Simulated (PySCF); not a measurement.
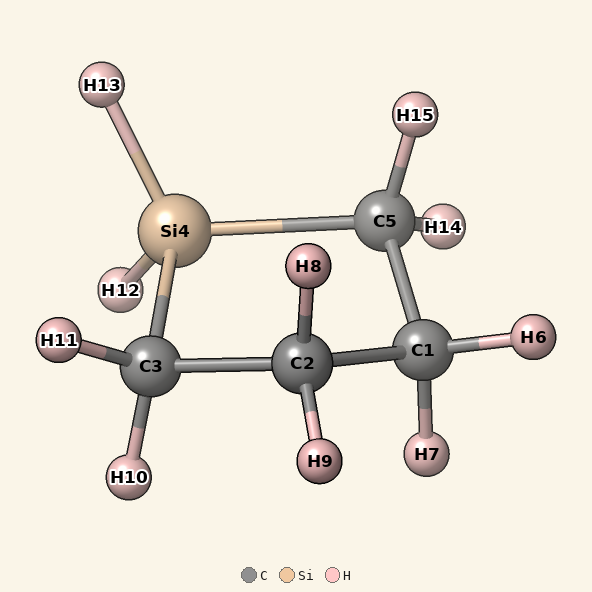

Atoms fade into the background with distance from the viewer. Computed geometry: PBE0-D3(BJ)/def2-SVP optimisation. No frequency run is at hand to confirm it as a minimum.

What is the conformation of the ring C1–C2–C3–Si4–C5?

It is a twist (half-chair). The Cremer–Pople amplitude Q is 0.43 Å.

Give the torsion angles round the ring, beginning with the bond from its second to its third atom.

−37°, 14°, 12°, −36°, 51°.
